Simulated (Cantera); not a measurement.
Charge: 1 mol SiH2Cl2, 110 mol H2, 0.64 mol Cl2, at 1.40 mbar.

Method: chemical equilibrium by Gibbs-energy minimisation in Cantera with the NASA 1993 tables (ideal gas, pure condensed phases). Candidate condensed phases: Si; 19 gas species. The tables' values for SiCl3, SiCl are old estimates; treat these amounts as uncertain. Rates play no part.

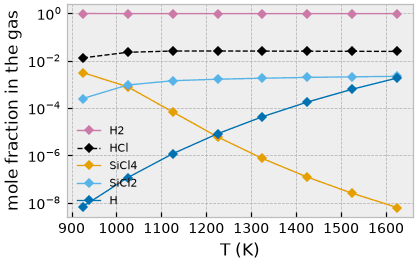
Fig. 1. Equilibrium gas composition (values under 1e-9 drawn at 1e-9)

Question: Read off the mole fractions at 1025 K.

Answer: H2 about 0.98, HCl about 0.023, SiCl2 about 0.00094, SiCl4 about 0.00079, H about 1.1e-7.
